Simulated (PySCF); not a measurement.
```xyz
25

C    -0.5496   -2.1071   -1.6329
P    -0.3885   -0.4557   -1.7835
N    -1.4875    0.2382   -0.7151
C    -1.8183    1.6339   -0.8724
C    -2.2336   -0.4447    0.3077
C     1.4231   -0.2965    1.2489
C     1.5357   -1.7714    1.4405
C     1.9840    0.3854    0.2581
Si    1.8975    2.2442    0.0309
H    -1.2614   -2.6314   -1.0206
H     0.1293   -2.7166   -2.2028
H    -2.8693    1.7581   -1.1537
H    -1.1925    2.0628   -1.6519
H    -1.6416    2.1773    0.0602
H    -2.3477    0.2141    1.1714
H    -3.2310   -0.7378   -0.0389
H    -1.6949   -1.3352    0.6242
H     0.8311    0.2202    1.9949
H     1.9455   -1.9955    2.4258
H     2.1747   -2.2138    0.6798
H     0.5516   -2.2372    1.3808
H     2.5698   -0.1712   -0.4661
H     3.2277    2.8156    0.2715
H     0.9504    2.8225    0.9896
H     1.4844    2.5661   -1.3372
```

Geometry: GFN2-xTB; at this geometry the atoms fall into two loosely joined parts.

These are results of PBE0/pcSseg-1, SCF density, gas phase, non-relativistic in PySCF, not measurements.

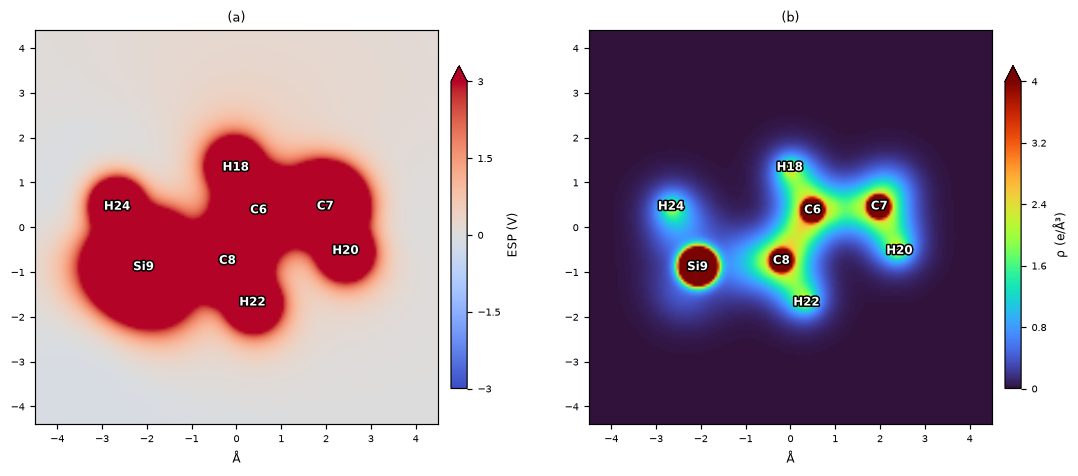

C6H16NPSi. (a) electrostatic potential; (b) electron density on the plane of atoms C6, C7 and H20.

What do the fields say about this system?

- Atoms in the plane: C, Si and H.
- C–C (1.33 Å): ρ at the midpoint is about 2.3 e/Å³.
- C–Si (1.87 Å): ρ is about 0.94 e/Å³ halfway.
- C–H (1.08 Å): ρ at the midpoint is about 2 e/Å³.
- C–C (1.49 Å): ρ is about 1.7 e/Å³ halfway.
- The potential has no marked negative region in this plane.
